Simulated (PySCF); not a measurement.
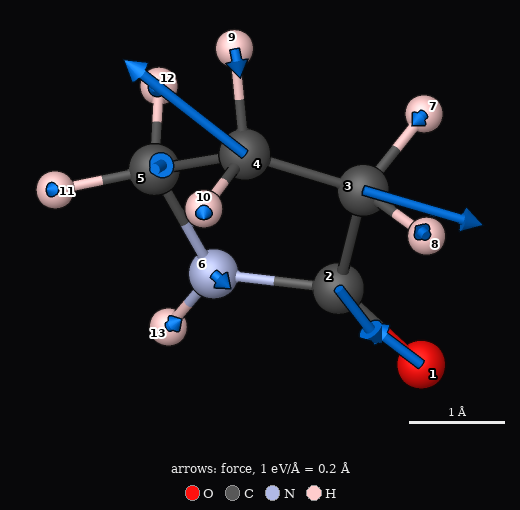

Starting geometry of C$_{4}$H$_{7}$NO with the computed forces as blue arrows. The picture is a ball-and-stick view, seen from a free direction.

The start comes from MMFF94s. Its atoms were then displaced at random by about 0.03 Å.

Method: PBE0-D3(BJ)/def2-SVP geometry optimisation, gas phase in PySCF. 

Q: Is this structure relaxed? If not, where do the atoms go?

A: It isn't relaxed: the largest force vector, on C4, is 8.47 eV/Å. The final displacements follow the starting forces only in part (cosine between the two patterns 0.59). H13 moves most after the best rigid fit: 0.14 Å. Largest moves by element: H 0.14 Å, C 0.11 Å, O 0.10 Å, N 0.06 Å. Among the contacts that change: C3–C4 1.365 → 1.525 Å, C4–H9 1.164 → 1.099 Å, O1–C2 1.263 → 1.209 Å, C3–H7 1.140 → 1.103 Å. Among the angles between lasting bonds that change: C5–C4–H9 105.0° → 112.4°, N6–C5–H12 104.8° → 111.7°, C4–C5–H11 118.9° → 112.4°. Over 16 geometry steps the energy falls by 88.4 kJ/mol. Cost: 81 s on 1 thread of Arm Neoverse V2, with other jobs on the host.
